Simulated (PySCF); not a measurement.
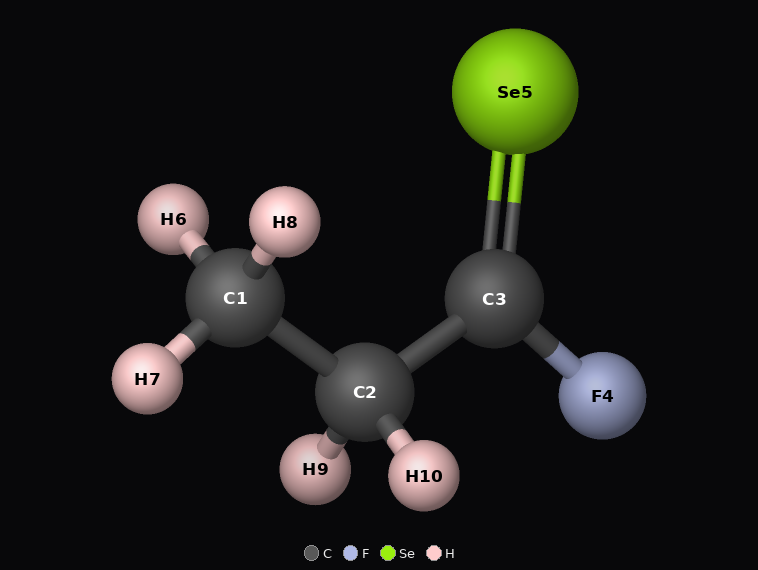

Computed geometry: PBE0-D3(BJ)/def2-SVP optimisation. No frequency run is at hand to confirm it as a minimum. Level of theory: delta-SCF UKS SCAN, pcX-2 on the ionised atom, pcseg-1 elsewhere, spin-free X2C (PySCF 2.14.0).

Give the core-electron binding energies (to vacuum) of C1 1s, C2 1s, C3 1s, F4 1s.

```tsv
atom	level	binding energy (eV)
C1	1s	291.1
C2	1s	291.7
C3	1s	294.0
F4	1s	693.4
```
